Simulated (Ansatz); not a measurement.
ZrB2 (AlB2 type, space group P6/mmm)

```cif
data_B2Zr
_chemical_formula_sum 'Zr1 B2'
_space_group_name_H-M_alt 'P6/mmm'
_space_group_IT_number 191
_space_group_name_Hall '-P 6 2'
_cell_length_a 3.17143
_cell_length_b 3.17143
_cell_length_c 3.54132
_cell_angle_alpha 90.000
_cell_angle_beta 90.000
_cell_angle_gamma 120.000
loop_
_atom_site_label
_atom_site_type_symbol
_atom_site_symmetry_multiplicity
_atom_site_Wyckoff_symbol
_atom_site_fract_x
_atom_site_fract_y
_atom_site_fract_z
_atom_site_occupancy
Zr1 Zr 1 a 0.00000 0.00000 0.00000 1
B1 B 2 d 0.33333 0.66667 0.50000 1
```

This relaxed cell (volume V₀) is scaled evenly in all directions, its shape held. Symmetry pins the atoms to their sites.

Calculation: PBE (plane waves to 420 eV, PAW, scalar-relativistic; Ansatz, a program for electronic structure). k mesh 17×17×13 (Γ-centred), Fermi-Dirac smearing 0.05 eV. E stands for the smeared free energy. With the shape held, the modulus is that of even scaling; a crystal free to change shape is softer. ZrB2 is run without spin polarisation. ZrB2 was relaxed with its symmetry unable to fall. ΔE is measured from the relaxed starting cell.

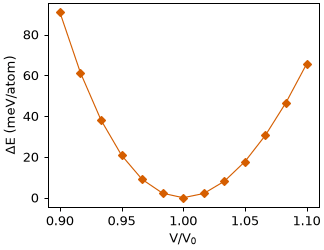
ΔE (meV/atom) against V/V₀; markers are the computed points, lines only join them.

Problem. What is ΔE at V/V₀ = 1.100?

Solution. About 66 meV/atom.

Problem. What is ΔE at V/V₀ = 0.900?

Solution. About 91 meV/atom.

Problem. What bulk modulus at fixed cell shape B₀ follows from a third-order Birch-Murnaghan fit?

Solution. About 240 GPa.

(A scan under strain: stresses follow from slopes of the energy per volume, elastic moduli from its curvatures.)
